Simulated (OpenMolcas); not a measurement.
# Zr²⁺ among point charges: CASSCF levels and susceptibility

How does a field of 4 point charges split the states of Zr²⁺, and what χT follows?

Method: state-averaged CASSCF, spin-orbit coupling by RASSI with atomic mean-field integrals. Code: OpenMolcas 26.06.

1 further run of the same task is left out (it didn't finish).

### 1 Starting point

* Species: Zr²⁺ (zirconium, Z = 40, 38 electrons)
* Basis: ANO-RCC-VDZP [6s5p3d1f], 43 functions
* Scalar Hamiltonian: DKH2, point nucleus
* Inactive shells: 1s 2s 2p 3s 3p 3d 4s 4p
* Active space: 2 electrons in 5 orbitals (4d)
* Some configurations of this space: 4d²
* Orbitals: optimised for each spin and parity, averaged over all roots

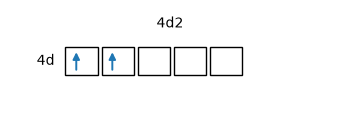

The shells outside the core, filled by Hund's rule for the drawing.

The ion sits among 4 point charges of -2 e arranged as a tetrahedron (Td), 1.86 Å from the ion. The active orbitals were held to one l.

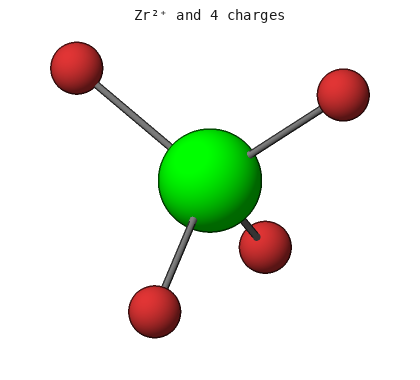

The ion and the point charges (red).

Each step is its own input file, run in one work folder so that later steps find the files of earlier ones. Labels, J, g values, rates, χT and fits are worked out afterwards by a script from the matrices that RASSI stores.

### 2 Basis and integrals

The input, a.inp:

```
&GATEWAY
Coord
1

Zr 0.0 0.0 0.0
Basis=ANO-RCC-VDZP
Group=NoSym
NoMove
AngMom=0.0 0.0 0.0
AMFI
XField
4 Angstrom 0
1.073872 1.073872 1.073872 -2.000000
1.073872 -1.073872 -1.073872 -2.000000
-1.073872 1.073872 -1.073872 -2.000000
-1.073872 -1.073872 1.073872 -2.000000
&SEWARD
```

Started as:

```sh
$ OMP_NUM_THREADS=1 MOLCAS_MEM=1689 MOLCAS_PROJECT=a pymolcas a.inp > a.log
```

### 3 CASSCF: triplets, 10 roots

The input, a.inp:

```
&RASSCF
FileOrb=start.orb
Symmetry=1
Spin=3
nActEl=2 0 0
Inactive=18
Ras2=5
CIRoot=10 10 1
SDav=10
CIMx=300
Iter=120 100
PrWF=0.3
OrbListing=Nothing
MaxOrb=0
SupSym
1
15 10 11 12 13 14 19 20 21 22 23 32 33 34 35 36
>>> COPY $Project.JobIph JOB001
```

start.orb holds the contracted functions of the basis, ordered by shell, or the orbitals of the step before.

### 4 Reference wave functions, singlets, 15 roots

The input, a.inp:

```
&RASSCF
FileOrb=start.orb
Symmetry=1
Spin=1
nActEl=2 0 0
Inactive=18
Ras2=5
CIRoot=15 15 1
SDav=15
CIMx=300
Iter=120 100
PrWF=0.3
OrbListing=Nothing
MaxOrb=0
SupSym
1
15 10 11 12 13 14 19 20 21 22 23 32 33 34 35 36
>>> COPY $Project.JobIph JOB002
```

### 5 RASSI: spin-orbit coupling between the states

The input, a.inp:

```
&RASSI
NrOfJobIphs=2 10 15
1 2 3 4 5 6 7 8 9 10
1 2 3 4 5 6 7 8 9 10 11 12 13 14 15
IphNames
JOB001
JOB002
EJob
SpinOrbit
DIPRint=1.0
SOCoupling=1000.0
Subsets=2
Property=9
'ANGMOM' 1 'ANGMOM' 2 'ANGMOM' 3 'MLTPL  1' 1 'MLTPL  1' 2 'MLTPL  1' 3
'AMFI' 1 'AMFI' 2 'AMFI' 3
SOProperty=3
'ANGMOM' 1 'ANGMOM' 2 'ANGMOM' 3
```

Before running it: what results should come out? Wanted: spin-free ground state; first state of the same spin within the active space; lowest level; next level.

**Answer**, as computed:

| quantity | value |
| --- | --- |
| method | CASSCF |
| spin-free ground state | 3A2, 1-fold in its orbital part |
| first state of the same spin within the active space | 3T2 at 21700 cm⁻¹ |
| lowest level | 3-fold T2 |
| next level | 7584.2 cm⁻¹ |
| χT at 300 K | 0.98 cm³ K/mol |
| effective moment at 300 K | 2.80 μB |

The spin-free ground state (3A2) comes to 100 % from free-ion F terms and keeps the highest spin of the shell. χT at 300 K is 0.98, against 1.00 cm³ K/mol for the spin alone; near agreement at one temperature doesn't show that the orbital moment is quenched. A ligand-field fit to the states below 45000 cm-1 gives 10Dq = -22145 cm-1, B = 506 cm-1 and C = 1949 cm-1 (C/B = 3.85), with a deviation of 126 cm-1. The field of point charges can differ much from that of real complexes. Point charges carry no covalency, so the field is a model and not that of real ligands.
